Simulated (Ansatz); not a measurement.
```xyz
35

Sn    1.0257    0.0277    0.7701
C     0.9019    0.0174    2.9134
H     1.6512   -0.6605    3.3473
H    -0.1009   -0.3184    3.2151
H     1.0743    1.0328    3.2984
C     3.0093    0.0635   -0.0809
H     3.4601    1.0539    0.0810
H     2.9601   -0.1368   -1.1611
H     3.6421   -0.7004    0.3939
N     0.0980    1.7186    0.0894
C    -1.2661    2.0461    0.4674
C    -1.4476    3.4905   -0.0496
C    -0.4071    3.6224   -1.1912
C     0.2567    2.2313   -1.2599
H    -1.4139    1.9562    1.5577
H    -2.0168    1.3799   -0.0192
H    -1.2339    4.2135    0.7527
H    -2.4787    3.6737   -0.3908
H    -0.8615    3.9081   -2.1531
H     0.3447    4.3868   -0.9408
H    -0.2729    1.6124   -2.0238
H     1.3190    2.2736   -1.5557
N    -0.1042   -1.5820    0.1455
C    -0.4337   -1.7536   -1.2599
C    -1.3758   -2.9788   -1.2649
C    -1.0169   -3.7428    0.0349
C     0.1395   -2.9246    0.6442
H     0.4595   -1.9773   -1.8931
H    -0.9057   -0.8451   -1.6721
H    -1.2385   -3.5922   -2.1694
H    -2.4270   -2.6532   -1.2448
H    -1.8742   -3.7512    0.7253
H    -0.7286   -4.7898   -0.1496
H     0.1498   -2.9499    1.7481
H     1.1121   -3.3515    0.2953
```

Geometry: r2SCAN-D4/def2-SVP; core potentials replace the inner electrons of Sn.

All numbers below come from Ansatz, RKS PBE0-D4/def2-TZVP.

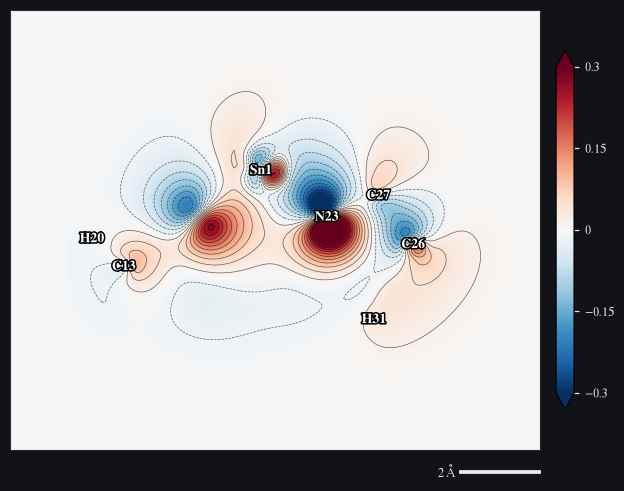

C10H22N2Sn (SnMe2(pyrrolidide)2). The HOMO on the plane of atoms N23, C27 and C26 (values in Å⁻³ᐟ²; the overall sign is arbitrary).

> What is the character of this orbital?

By Hirshfeld shares it lies mainly on N23 (about 40 %), N10 (about 15 %) and Sn1 (about 5 %). Its energy is −5.73 eV.
